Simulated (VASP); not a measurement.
Band structure of VAs (relaxed from the CsCl type structure, space group Pm-3m). All values below come from r2SCAN meta-GGA, VASP's PBE PAW potentials (set 64) (plane waves; VASP 6.6.1).

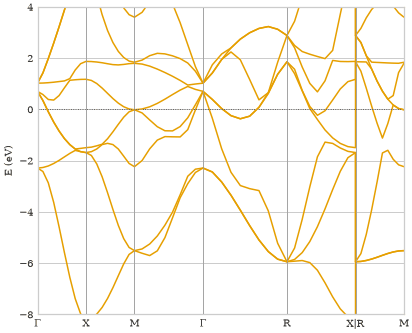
Figure. Bands along high-symmetry lines, zero at the valence-band maximum or, without a gap, the Fermi level

Problem. Read the plot: is there a gap, and where are the band edges?

Solution. It has no gap at this level: it comes out as a metal or semimetal.

The structure was generated: VAs was put into the CsCl type type (Pm-3m), which need not be its known phase. It was relaxed first, which changed the volume by -36 %. The run is not spin-polarised, so no magnetic state was tried.
